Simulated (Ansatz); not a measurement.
Hypothetical P4_2/mnm BAs, pressure series

Take BAs (space group P4_2/mnm, No. 136; a hypothetical phase, not in the database extracts checked) as the base.

```cif
data_As4B4
_chemical_formula_sum 'B4 As4'
_space_group_name_H-M_alt 'P 1'
_space_group_IT_number 1
_cell_length_a 5.83723
_cell_length_b 5.83723
_cell_length_c 3.36175
_cell_angle_alpha 90.000
_cell_angle_beta 90.000
_cell_angle_gamma 90.000
loop_
_space_group_symop_operation_xyz
  'x, y, z'
loop_
_atom_site_label
_atom_site_type_symbol
_atom_site_fract_x
_atom_site_fract_y
_atom_site_fract_z
_atom_site_occupancy
B1 B 0.32271 0.67729 0.00000 1
B2 B 0.67729 0.32271 0.00000 1
B3 B 0.82271 0.82271 0.50000 1
B4 B 0.17729 0.17729 0.50000 1
As1 As 0.31841 0.31841 0.00000 1
As2 As 0.68159 0.68159 0.00000 1
As3 As 0.18159 0.81841 0.50000 1
As4 As 0.81841 0.18159 0.50000 1
```

Cell and atoms are relaxed at each pressure.

Level of theory: PBEsol in Ansatz (plane waves to 420 eV, PAW, no spin-orbit coupling).

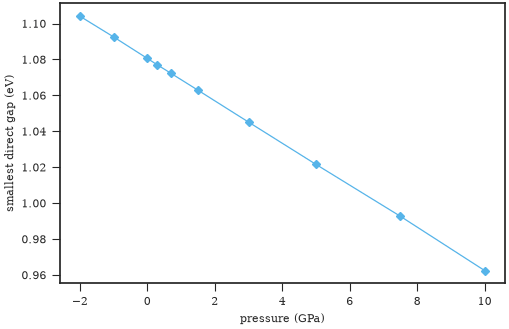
Smallest direct gap against pressure

```tsv
pressure (GPa)	smallest direct gap
-2	1.10 eV
-1	1.09 eV
0.3	1.08 eV
0.7	1.07 eV
1.5	1.06 eV
3	1.05 eV
5	1.02 eV
7.5	0.99 eV
10	0.96 eV
```

Load acts through the strain it causes; cell and atoms are relaxed under it. No phonon test of stability was made. Competing high-pressure phases were not computed.

Ansatz is an electronic-structure program.
